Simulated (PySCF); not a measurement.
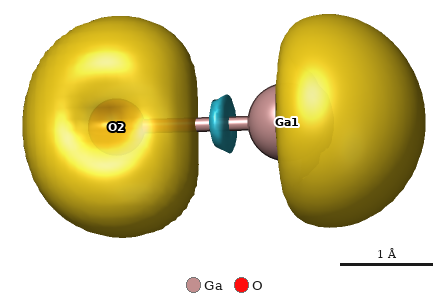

Figure. GaO (charge +1, triplet). Isosurfaces of the spin density (α minus β) at +0.04 (yellow) and −0.04 e/Å³ (cyan), seen from one side.

Theory: PBE0/def2-TZVPPD, non-relativistic Hamiltonian with scalar-relativistic core potentials where named, at a bond length of 1.890 Å in PySCF 2.14.0.

```xyz
2

Ga    0.0000    0.0000   -0.3560
O     0.0000    0.0000    1.5340
```

### Which atoms carry the spin?

The unpaired spin (2 electrons) lies mostly on O2 (about 1.4) and Ga1 (about 0.6), in electrons by Hirshfeld's partition.
